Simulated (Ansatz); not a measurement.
# GaCuSe2 (I-42d): zone-centre modes under pressure

Aim: how do the optical modes of GaCuSe2 (I-42d) move with volume?

Calculated with Ansatz 0.2.0; DFT PBEsol, scalar-relativistic, plane waves, PAW; PAW set soft_1.

### 1. Starting point

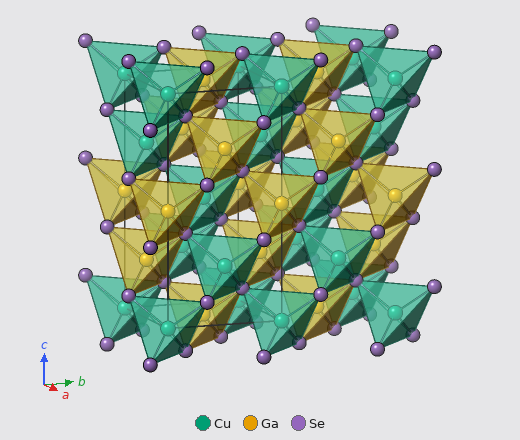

The starting structure, seen slightly off an axis (copper teal, gallium orange, selenium purple). 1×2×1 cells are drawn. This picture shows the conventional cell, with its axes. Some periodic images of atoms are drawn too.

### 2. Bringing the structure to rest

Harmonic phonons are second derivatives at a point where the forces vanish, and they are wanted at zero stress, so atoms and cell are relaxed first.

The input, input.yaml:

```yaml
crystal:
  lattice:
    - [-2.80955, 2.80955, 5.513]
    - [2.80955, -2.80955, 5.513]
    - [2.80955, 2.80955, -5.513]
  atoms:
    - { symbol: Cu, position: [0.0, 0.0, 0.0] }
    - { symbol: Cu, position: [0.75, 0.25, 0.5] }
    - { symbol: Ga, position: [0.5, 0.5, 0.0] }
    - { symbol: Ga, position: [0.25, 0.75, 0.5] }
    - { symbol: Se, position: [0.375, 0.37562, 0.50062] }
    - { symbol: Se, position: [0.62438, 0.125, 0.99938] }
    - { symbol: Se, position: [0.875, 0.87438, 0.49938] }
    - { symbol: Se, position: [0.12562, 0.625, 0.00062] }
kpoints:
  mp_grid: { grid: [8, 8, 8] }
hamiltonian:
  xc: pbesol
  pseudopotentials: { kind: paw, azcp: { folder: soft_1 }, xc_functional: pbe }
scf:
  occupations: { method: gaussian, width: 0.01 }
output:
  forces: true
  stress: true
  eigenvalues: true
  write_density: true
  write_potential: true
  elf: true
  volumetric_format: npy
relax:
  adjacent_minimum: "off"
  f_tol: 0.005
  max_steps: 80
  cell: { stress_tol: 0.05 }
```

Launch:

```
$ ansatz run input.yaml --threads 4 --pin off --max-ram 16384MiB --backend cpu --events-out ev --progress --plain --runs-dir out
```

Numbers of over 12 decimals in the logs are rounded to 6 here.

The log of the run:

```text
Engine: ansatz 0.2.0, aarch64-unknown-linux-gnu
Pseudopotentials: kind: paw
Pseudopotential: Cu, paw, valence charge 19, recommended cutoff 420 eV (normal), soft_1/Cu.paw.azcp
Pseudopotential: Ga, paw, valence charge 13, recommended cutoff 420 eV (normal), soft_1/Ga.paw.azcp
Pseudopotential: Se, paw, valence charge 16, recommended cutoff 420 eV (normal), soft_1/Se.paw.azcp
Functional definition: PBEsol
  exchange = pbesol_x
  correlation = pbesol_c
Crystal: 8 atoms, lattice volume = 174.069 Å³
Basis set: ecut = 420 eV, 3451 PW (Γ), exchange–correlation on 96×96×96 points (8 copies of the dense FFT grid, shifted against one another)
Bands: 77, of which v1, the nominal top of the filled ones, is band 64 counted from 1 (63 counted from 0)
Symmetry: 8 space group operations
Space group: I-42d (ITA 122), of the structure as read, at distance tolerance 5.6e-5 Å
k-points: 59 of 512 (time reversal used)
Non-local potential: Cu, projectors of the file, l = 0: 3, l = 1: 2, l = 2: 3, l = 3: 1
Non-local potential: Ga, projectors of the file, l = 0: 2, l = 1: 2, l = 2: 3, l = 3: 1
Non-local potential: Se, projectors of the file, l = 0: 2, l = 1: 2, l = 2: 3, l = 3: 1
PAW form: soft (Blöchl's): semilocal exchange-correlation on the pseudo side does not see the compensation charge
PAW frozen core: Cu, regenerated for the run's functional, and the local potential with it (the file was generated under x = pbe(κ = 0.804, μ = 0.219515), c = pbe(β = 0.066725))
PAW frozen core: Ga, regenerated for the run's functional, and the local potential with it (the file was generated under x = pbe(κ = 0.804, μ = 0.219515), c = pbe(β = 0.066725))
PAW frozen core: Se, regenerated for the run's functional, and the local potential with it (the file was generated under x = pbe(κ = 0.804, μ = 0.219515), c = pbe(β = 0.066725))
PAW one-centre angular grid: Cu, 590 points (default); XC on 64 Gauss nodes
PAW one-centre angular grid: Ga, 590 points (default); XC on 64 Gauss nodes
PAW one-centre angular grid: Se, 590 points (default); XC on 64 Gauss nodes
Initial density: superposition of atomic densities (chi_scale 0.1, normalization cell, long waves kept (reshape's long-wave potential 0.00 eV rms))
Initial wavefunctions: pseudopotential atomic-orbital guess
Functional: x = pbesol(κ = 0.804, μ = 0.123457), c = pbesol(β = 0.046)
SCF iter   1: F=—  HF=-42365.558120 eV  |F-HF|=—  |Δ(HF+E_count)|=         —  Δρ=5.36e-2  dr2=3.76e0  ethr=3.10e-3  ⟨swp⟩=5.2  Hψ=15248  notcnv=0
preconditioner: auto → Resta (q_TF=auto, 2.592 Å⁻¹)  ε∞=4.5  [insulator: Δε(μ)=0.457 eV  Ē_g=12.826 eV  σ=0.010 eV  W_gap=1.00  n_scr=60 (ndim 8)  ℏωp=23.9 eV  f_vac=0.054  D(μ)=0.00/eV (n_scr^D=0)  ε∞_Penn≈4.5]
SCF iter   2: F=—  HF=-42364.788022 eV  |F-HF|=—  |Δ(HF+E_count)|=   7.70e-1  Δρ=4.05e-2  dr2=1.52e0  ethr=2.94e-3  ⟨swp⟩=2.7  Hψ=8156  notcnv=0  defer=429
SCF iter   3: F=—  HF=-42364.681664 eV  |F-HF|=—  |Δ(HF+E_count)|=   1.06e-1  Δρ=2.67e-2  dr2=9.26e-1  ethr=1.19e-3  ⟨swp⟩=2.0  Hψ=9380  notcnv=0  defer=422
SCF iter   4: F=—  HF=-42364.432446 eV  |F-HF|=—  |Δ(HF+E_count)|=   2.49e-1  Δρ=9.90e-3  dr2=1.04e-1  ethr=7.23e-4  ⟨swp⟩=2.1  Hψ=6405  notcnv=0  defer=425
SCF iter   5: F=—  HF=-42364.432473 eV  |F-HF|=—  |Δ(HF+E_count)|=   2.70e-5  Δρ=3.21e-3  dr2=1.20e-2  ethr=8.15e-5  ⟨swp⟩=2.2  Hψ=6600  notcnv=0  defer=425
SCF iter   6: F=—  HF=-42364.429141 eV  |F-HF|=—  |Δ(HF+E_count)|=   3.33e-3  Δρ=9.12e-4  dr2=1.74e-3  ethr=9.34e-6  ⟨swp⟩=2.1  Hψ=6587  notcnv=0  defer=425
SCF iter   7: F=—  HF=-42364.429802 eV  |F-HF|=—  |Δ(HF+E_count)|=   6.61e-4  Δρ=5.58e-4  dr2=5.64e-4  ethr=1.36e-6  ⟨swp⟩=2.0  Hψ=6584  notcnv=0  defer=425
SCF iter   8: F=—  HF=-42364.429925 eV  |F-HF|=—  |Δ(HF+E_count)|=   1.23e-4  Δρ=2.27e-4  dr2=5.51e-5  ethr=4.40e-7  ⟨swp⟩=2.0  Hψ=7761  notcnv=0  defer=425
SCF iter   9: F=—  HF=-42364.429896 eV  |F-HF|=—  |Δ(HF+E_count)|=   2.93e-5  Δρ=3.89e-5  dr2=2.13e-6  ethr=4.30e-8  ⟨swp⟩=2.0  Hψ=5526  notcnv=0  defer=425
SCF iter  10: F=—  HF=-42364.429899 eV  |F-HF|=—  |Δ(HF+E_count)|=   2.62e-6  Δρ=1.08e-5  dr2=1.52e-7  ethr=1.66e-9  ⟨swp⟩=2.0  Hψ=5952  notcnv=0  defer=425
SCF iter  11: F=-42364.429899 eV  HF=-42364.429899 eV  |F-HF|=1.40e-9  |Δ(HF+E_count)|=   8.20e-8  Δρ=1.31e-6  dr2=2.61e-9  ethr=7.81e-11  ⟨swp⟩=13.6  Hψ=33924  notcnv=0
SCF 1 converged in 11 iterations: F = -42364.429899 eV  dr2 = 2.61e-9
  greatest PAW one-centre occupation: 1.000 electrons in one spin orbital (limit 2), on the Cu atom at site 1 (counted from 0), in its partial waves of l = 0
relax step   1: F+E_penalty+E_count = -42364.42989880 eV  Δ(F+E_penalty+E_count) = +0.000e0 eV  max|allowed force component| = 4.331e-1 eV/Å  Δτ_max = 0.0000 Å  P = -0.670 GPa  Ω = 174.069 Å³  (11 SCF iters, dr2 threshold 1.00e-7 eV, accepted)
Crystal: 8 atoms, lattice volume = 172.777 Å³
Initial density: handed on by an earlier stage of this run
Initial wavefunctions: those handed on with the density
iter 1 solved again at ethr=1.32e-5 eV; its pass at ethr=3.10e-3 eV (dr2=1.69e-2 eV) is discarded
SCF iter   1: F=—  HF=-42364.476340 eV  |F-HF|=—  |Δ(HF+E_count)|=         —  Δρ=4.16e-3  dr2=1.93e-2  ethr=1.32e-5  ⟨swp⟩=2.6  Hψ=19661  notcnv=0
preconditioner: auto → Resta (q_TF=auto, 2.595 Å⁻¹)  ε∞=4.9  [insulator: Δε(μ)=0.091 eV  Ē_g=12.215 eV  σ=0.010 eV  W_gap=1.00  n_scr=60 (ndim 8)  ℏωp=24.0 eV  f_vac=0.113  D(μ)=0.00/eV (n_scr^D=0)  ε∞_Penn≈4.9]
SCF iter   2: F=—  HF=-42364.475115 eV  |F-HF|=—  |Δ(HF+E_count)|=   1.23e-3  Δρ=3.33e-3  dr2=1.12e-2  ethr=1.32e-5  ⟨swp⟩=2.9  Hψ=9252  notcnv=0
SCF iter   3: F=—  HF=-42364.472695 eV  |F-HF|=—  |Δ(HF+E_count)|=   2.42e-3  Δρ=1.34e-3  dr2=1.83e-3  ethr=8.73e-6  ⟨swp⟩=2.0  Hψ=8989  notcnv=0
SCF iter   4: F=—  HF=-42364.472430 eV  |F-HF|=—  |Δ(HF+E_count)|=   2.65e-4  Δρ=3.33e-4  dr2=1.02e-4  ethr=1.43e-6  ⟨swp⟩=2.0  Hψ=6462  notcnv=0
SCF iter   5: F=—  HF=-42364.472461 eV  |F-HF|=—  |Δ(HF+E_count)|=   3.09e-5  Δρ=1.26e-4  dr2=1.71e-5  ethr=7.97e-8  ⟨swp⟩=2.0  Hψ=8610  notcnv=0
SCF iter   6: F=—  HF=-42364.472448 eV  |F-HF|=—  |Δ(HF+E_count)|=   1.25e-5  Δρ=2.81e-5  dr2=1.42e-6  ethr=1.34e-8  ⟨swp⟩=2.0  Hψ=6665  notcnv=0
SCF iter   7: F=-42364.472449 eV  HF=-42364.472449 eV  |F-HF|=6.67e-8  |Δ(HF+E_count)|=   7.42e-7  Δρ=1.56e-5  dr2=3.69e-7  ethr=6.25e-10  ⟨swp⟩=9.3  Hψ=39367  notcnv=0
SCF 2 converged in 7 iterations: F = -42364.472449 eV  dr2 = 3.69e-7
relax step   2: F+E_penalty+E_count = -42364.47244903 eV  Δ(F+E_penalty+E_count) = -4.255e-2 eV  max|allowed force component| = 1.515e-1 eV/Å  Δτ_max = 0.0319 Å  P = -0.337 GPa  Ω = 172.777 Å³  energy of the carried Pulay correction = +3.673e-4 eV  (7 SCF iters, dr2 threshold 8.00e-7 eV, accepted)
Crystal: 8 atoms, lattice volume = 171.898 Å³
Basis set: ecut = 420 eV, 3411 PW (Γ), exchange–correlation on 96×96×96 points (8 copies of the dense FFT grid, shifted against one another)
iter 1 solved again at ethr=3.31e-6 eV; its pass at ethr=3.10e-3 eV (dr2=4.24e-3 eV) is discarded
SCF iter   1: F=—  HF=-42364.480481 eV  |F-HF|=—  |Δ(HF+E_count)|=         —  Δρ=2.05e-3  dr2=4.69e-3  ethr=3.31e-6  ⟨swp⟩=3.0  Hψ=19022  notcnv=0
preconditioner: auto → Resta (q_TF=auto, 2.597 Å⁻¹)  ε∞=4.9  [insulator: Δε(μ)=0.105 eV  Ē_g=12.241 eV  σ=0.010 eV  W_gap=1.00  n_scr=60 (ndim 8)  ℏωp=24.0 eV  f_vac=0.112  D(μ)=0.00/eV (n_scr^D=0)  ε∞_Penn≈4.9]
SCF iter   2: F=—  HF=-42364.480273 eV  |F-HF|=—  |Δ(HF+E_count)|=   2.08e-4  Δρ=1.69e-3  dr2=2.87e-3  ethr=3.31e-6  ⟨swp⟩=2.1  Hψ=9090  notcnv=0
SCF iter   3: F=—  HF=-42364.479651 eV  |F-HF|=—  |Δ(HF+E_count)|=   6.22e-4  Δρ=6.28e-4  dr2=4.05e-4  ethr=2.24e-6  ⟨swp⟩=2.0  Hψ=8968  notcnv=0
SCF iter   4: F=—  HF=-42364.479541 eV  |F-HF|=—  |Δ(HF+E_count)|=   1.10e-4  Δρ=1.55e-4  dr2=2.44e-5  ethr=3.17e-7  ⟨swp⟩=2.0  Hψ=6472  notcnv=0
SCF iter   5: F=—  HF=-42364.479561 eV  |F-HF|=—  |Δ(HF+E_count)|=   2.02e-5  Δρ=6.35e-5  dr2=4.80e-6  ethr=1.91e-8  ⟨swp⟩=2.0  Hψ=7871  notcnv=0
SCF iter   6: F=-42364.479558 eV  HF=-42364.479558 eV  |F-HF|=2.49e-7  |Δ(HF+E_count)|=   3.44e-6  Δρ=1.44e-5  dr2=4.46e-7  ethr=6.25e-10  ⟨swp⟩=7.2  Hψ=32963  notcnv=0
SCF 3 converged in 6 iterations: F = -42364.479558 eV  dr2 = 4.46e-7
relax step   3: F+E_penalty+E_count = -42364.47955788 eV  Δ(F+E_penalty+E_count) = -7.109e-3 eV  max|allowed force component| = 2.885e-2 eV/Å  Δτ_max = 0.0142 Å  P = -0.026 GPa  Ω = 171.898 Å³  energy of the carried Pulay correction = +6.188e-4 eV  (6 SCF iters, dr2 threshold 8.00e-7 eV, accepted)
[...]
relax step   4: F+E_penalty+E_count = -42364.47988799 eV  Δ(F+E_penalty+E_count) = -3.301e-4 eV  max|allowed force component| = 7.170e-4 eV/Å  Δτ_max = 0.0035 Å  P = +0.001 GPa  Ω = 171.810 Å³  energy of the carried Pulay correction = +6.440e-4 eV  (6 SCF iters, dr2 threshold 5.20e-8 eV, accepted)
Initial wavefunctions: pseudopotential atomic-orbital guess (no wavefunctions were taken with the density)
iter 1 solved again at ethr=9.26e-8 eV; its pass at ethr=3.10e-3 eV (dr2=1.19e-4 eV) is discarded
SCF iter   1: F=—  HF=-42364.479283 eV  |F-HF|=—  |Δ(HF+E_count)|=         —  Δρ=2.42e-5  dr2=2.86e-7  ethr=9.26e-8  ⟨swp⟩=3.0  Hψ=29177  notcnv=0
preconditioner: auto → Resta (q_TF=auto, 2.598 Å⁻¹)  ε∞=4.9  [insulator: Δε(μ)=0.121 eV  Ē_g=12.246 eV  σ=0.010 eV  W_gap=1.00  n_scr=60 (ndim 8)  ℏωp=24.0 eV  f_vac=0.113  D(μ)=0.00/eV (n_scr^D=0)  ε∞_Penn≈4.9]
SCF iter   2: F=—  HF=-42364.479236 eV  |F-HF|=—  |Δ(HF+E_count)|=   4.64e-5  Δρ=6.08e-5  dr2=3.64e-6  ethr=2.24e-10  ⟨swp⟩=2.1  Hψ=8336  notcnv=0
SCF iter   3: F=—  HF=-42364.479237 eV  |F-HF|=—  |Δ(HF+E_count)|=   5.93e-7  Δρ=5.50e-5  dr2=3.17e-6  ethr=2.24e-10  ⟨swp⟩=3.0  Hψ=8907  notcnv=0
SCF iter   4: F=—  HF=-42364.479236 eV  |F-HF|=—  |Δ(HF+E_count)|=   9.32e-7  Δρ=2.21e-6  dr2=3.87e-9  ethr=2.24e-10  ⟨swp⟩=2.0  Hψ=8319  notcnv=0
SCF iter   5: F=—  HF=-42364.479236 eV  |F-HF|=—  |Δ(HF+E_count)|=   9.05e-9  Δρ=2.02e-6  dr2=3.42e-9  ethr=3.02e-12  ⟨swp⟩=2.0  Hψ=6667  notcnv=0
SCF iter   6: F=—  HF=-42364.479236 eV  |F-HF|=—  |Δ(HF+E_count)|=   7.08e-9  Δρ=5.77e-7  dr2=5.49e-10  ethr=2.67e-12  ⟨swp⟩=2.0  Hψ=8319  notcnv=0
SCF iter   7: F=—  HF=-42364.479236 eV  |F-HF|=—  |Δ(HF+E_count)|=  3.64e-11  Δρ=2.61e-7  dr2=9.13e-11  ethr=1.00e-12  ⟨swp⟩=2.0  Hψ=7136  notcnv=0
SCF iter   8: F=-42364.479236 eV  HF=-42364.479236 eV  |F-HF|=2.18e-11  |Δ(HF+E_count)|=  8.00e-11  Δρ=9.44e-8  dr2=1.83e-11  ethr=1.00e-12  ⟨swp⟩=6.0  Hψ=21897  notcnv=0
SCF 5 converged in 8 iterations: F = -42364.479236 eV  dr2 = 1.83e-11
relax step   5: F+E_penalty+E_count = -42364.47923579 eV  Δ(F+E_penalty+E_count) = +6.522e-4 eV  max|allowed force component| = 6.473e-4 eV/Å  Δτ_max = 0.0000 Å  P = +0.001 GPa  Ω = 171.810 Å³  stress off target by 5.45e-3 GPa  SCF on the basis re-selected at this cell (its energy is not comparable with the rows above)  (8 SCF iters)
basis re-selected at this cell: Δ(F+E_penalty+E_count) = +6.522e-4 eV, ΔP = +0.000 GPa vs the last step (what re-selecting the basis moved, of the pressure what is left beyond the Pulay correction that the steps carried, after the strain that the cell walked since its last selection, with what the two solves' SCF thresholds leave and, on support functions, any second-order correction that the steps lacked; it is no m [...]
SCF converged after 8 iterations
Free energy (F): -42364.479236 eV
Harris-Foulkes:  -42364.479236 eV  (|F-HF|=2.18e-11)
Internal energy: -42364.479236 eV  (E = F + TS)
E sigma→0 (E₀):  -42364.479236 eV
Fermi energy:    8.664031 eV
--- Per-component energies (eV) ---
  E_band       = -2655.353411
  E_kinetic    = 1190.757441
  E_local      = -25648.473576  (includes V_loc(G=0)·N_el)
  E_nonlocal   = 202.143111
  E_hartree    = 12658.396055
  E_xc         = -599.425423
  E_vxc        = -649.132022  (∫ρ·V_xc dr)
  E_paw        = -15816.439577  (= ΣΔE_a)
  E_vpaw       = -3067.440462  (= ΣTr[D̂ρ^β])
  E_aug_tail   = -0.000006  (compensation charges beyond the density's cutoff)
  E_ewald      = -14357.609431
  E_core_change = 6.172171  (= ΣΔE_core)
  E_smearing   = -0.000000  (= −TS)
  E_closure    = -0.000000  (closes the sum)
  Σ components = -42364.479236   (vs F -42364.479236, Δ=0.00e0)
--- Forces (eV/Å), atoms counted from 1 ---
  atom   1  Cu     0.00000000     0.00000000     0.00000000
  atom   2  Cu     0.00000000    -0.00000000     0.00000000
  atom   3  Ga    -0.00000000    -0.00000000     0.00000000
  atom   4  Ga    -0.00000000     0.00000000     0.00000000
  atom   5  Se     0.00064731     0.00000000     0.00000000
  atom   6  Se     0.00000000    -0.00064731    -0.00000000
  atom   7  Se    -0.00064731     0.00000000    -0.00000000
  atom   8  Se    -0.00000000     0.00064731     0.00000000
  max |Σ_I F_I| component: 2.63e-17 eV/Å
--- Stress (GPa, compression-positive) ---
       -0.000535      -0.000000       0.000000
       -0.000000      -0.000535      -0.000000
        0.000000      -0.000000       0.005450
  P = ⅓ Tr σ = 0.0015 GPa (0.015 kbar)
--- Band table (eV; the first three rows and the last of 59) ---
  k-point 0: bands = [... 60 lower, 6.8817, 8.5120, 8.5120, 8.6035, 8.7246, 10.3717, 10.6887, 12.4847, ... 9 higher]
  k-point 1: bands = [... 60 lower, 6.9765, 7.6336, 8.3649, 8.4696, 9.6324, 10.5807, 11.1954, 12.3170, ... 9 higher]
  k-point 2: bands = [... 60 lower, 7.1526, 7.2428, 7.8993, 8.3474, 10.2250, 10.6624, 11.7188, 12.1126, ... 9 higher]
  k-point 58: bands = [... 60 lower, 7.2939, 7.2939, 7.6128, 7.6128, 10.3006, 10.3006, 10.3720, 10.3720, ... 9 higher]
--- Relaxed structure (4 steps of the walk, 4 accepted, 1 SCFs on fresh bases) ---
  F+E_penalty+E_count = -42364.47923579 eV   max|allowed force component| = 6.473e-4 eV/Å   (the final SCF, on the basis selected at the relaxed cell)
  cell:  # Å, volume = 171.8099 Å³
    - [-2.785078, 2.785078, 5.537495]
    - [2.785078, -2.785078, 5.537495]
    - [2.785078, 2.785078, -5.537495]
  atoms:
    - { symbol: Cu, position: [-1.5435954832418116e-19, 1.5435954832418094e-19, 0] }
    - { symbol: Cu, position: [0.750000, 0.250000, 0.500000] }
    - { symbol: Ga, position: [0.5, 0.5, 0] }
    - { symbol: Ga, position: [0.250000, 0.750000, 0.500000] }
    - { symbol: Se, position: [0.375, 0.366802, 0.491802] }
    - { symbol: Se, position: [0.633198, 0.125000, 1.008198] }
    - { symbol: Se, position: [0.875000, 0.883198, 0.508198] }
    - { symbol: Se, position: [0.116802, 0.625000, -0.00819784] }
```

Elapsed: 2 min, on 4 threads of Arm Neoverse V2, shared host; peak memory 1.1 GiB; 8 min of CPU time.

Step by step:

| step | energy less that of the first step (eV) | largest force component (eV/Å) | pressure (GPa) | volume (Å³) |
| --- | --- | --- | --- | --- |
| 1 | 0.0000 | 0.4331 | -0.67 | 174.07 |
| 2 | -0.0425 | 0.1515 | -0.34 | 172.78 |
| 3 | -0.0497 | 0.0289 | -0.03 | 171.90 |
| 4 | -0.0500 | 0.0007 | 0.00 | 171.81 |
| 5* | -0.0493 | 0.0006 | 0.00 | 171.81 |

Relaxation steps marked * repeat the geometry before them on a plane-wave basis chosen anew for their cell, so energy and pressure can jump there.

Forces are held to the 8 operations that the run works with; a distortion that breaks them can't arise in this run.

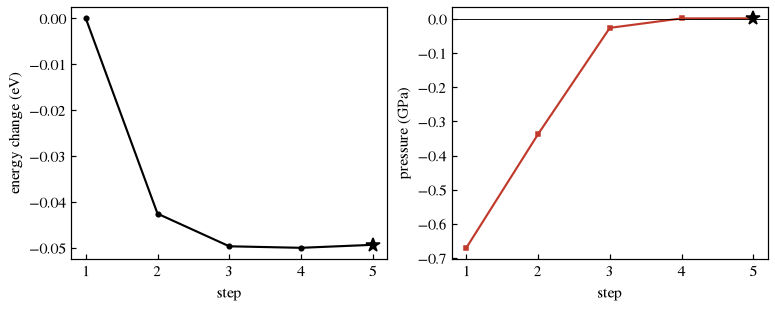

Energy and pressure along the relaxation. Stars mark steps on a basis chosen anew.

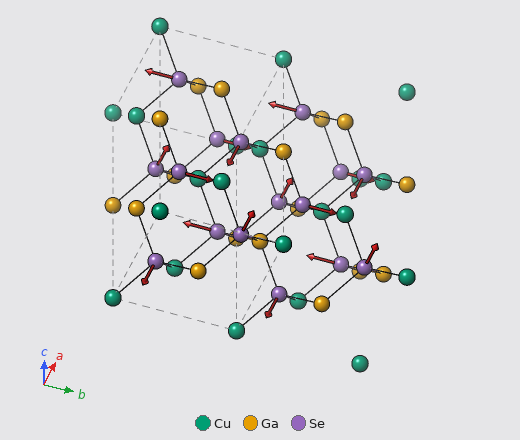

Displacements in the relaxation, exaggerated, measured against the changing cell; the longest in the cell stands for 0.05 Å. Bonds to atoms that aren't drawn are left out. 1×2×1 conventional cells are drawn. Some periodic images of atoms are drawn too.

| conventional cell, symmetrised | before | after | change |
| --- | --- | --- | --- |
| a (Å) | 5.619 | 5.570 | -0.9 % |
| b (Å) | 5.619 | 5.570 | -0.9 % |
| c (Å) | 11.026 | 11.075 | +0.4 % |
| volume (Å³/atom) | 21.76 | 21.48 | -1.3 % |

The atoms that moved most (Å, as changes of fractional coordinates times the final cell):

| atom | dx | dy | dz | length |
| --- | --- | --- | --- | --- |
| Se6 | 0.000 | 0.049 | 0.000 | 0.049 |
| Se5 | -0.049 | 0.000 | 0.000 | 0.049 |
| Se7 | 0.049 | 0.000 | 0.000 | 0.049 |
| Se8 | 0.000 | -0.049 | 0.000 | 0.049 |

Numbers from this step:

```
pressure          : 0.001460 GPa
gap on the k-mesh : 0.1211 eV
volume per atom   : 21.48 Å³
```

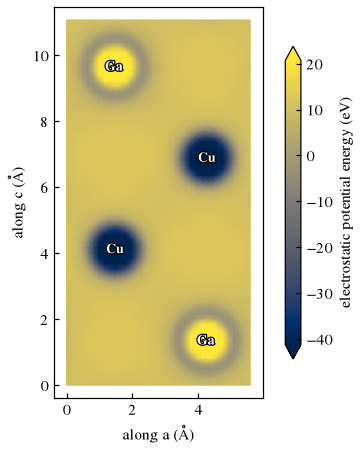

Electrostatic potential energy in the ac plane of the conventional cell at fractional y = 0.000, with atoms of Cu and Ga within 0.2 Å of it. With pseudopotentials it is smooth inside the atoms' cores, unlike the true potential. The map starts off the cell's origin, so that atoms lie inside it.

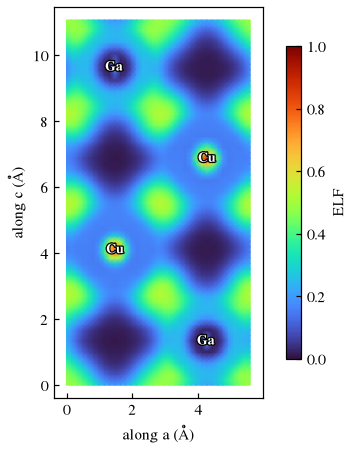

ELF in the ac plane of the conventional cell at fractional y = 0.000, with atoms of Cu and Ga within 0.2 Å of it. It is the smooth field of the valence electrons, not physical close to the nuclei. The map starts off the cell's origin, so that atoms lie inside it.

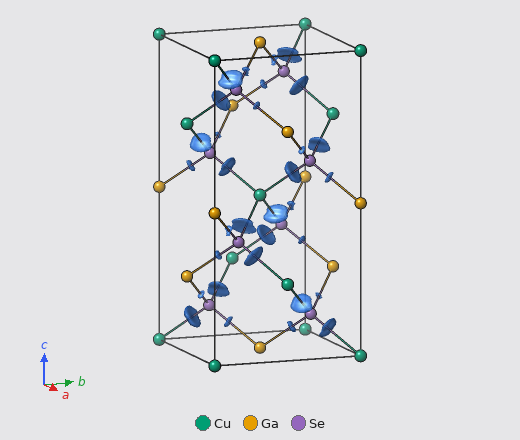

Surface of ELF = 0.8. Bonds to atoms that aren't drawn are left out.

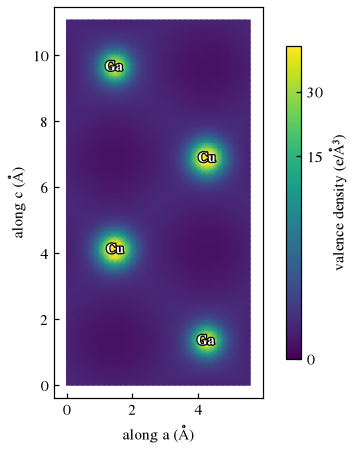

Valence density in the ac plane of the conventional cell at fractional y = 0.000, with atoms of Cu and Ga within 0.2 Å of it. It is the smooth field of the valence electrons, not physical close to the nuclei. The map starts off the cell's origin, so that atoms lie inside it. The colour scale is stretched toward low values.

In this step the volume went from 21.76 to 21.48 Å³/atom.

(Part 1 of 3 ends here.)

[Logs are printed without paths, hosts, clocks, repeated set-up lines and the standing remarks that a program may print on its own settings, such as how far it seeks lower states.]

[Hosts, paths, dates, database ids (printed as entryN), source tags and the programs' standing remarks are cut or masked in the printed files.]
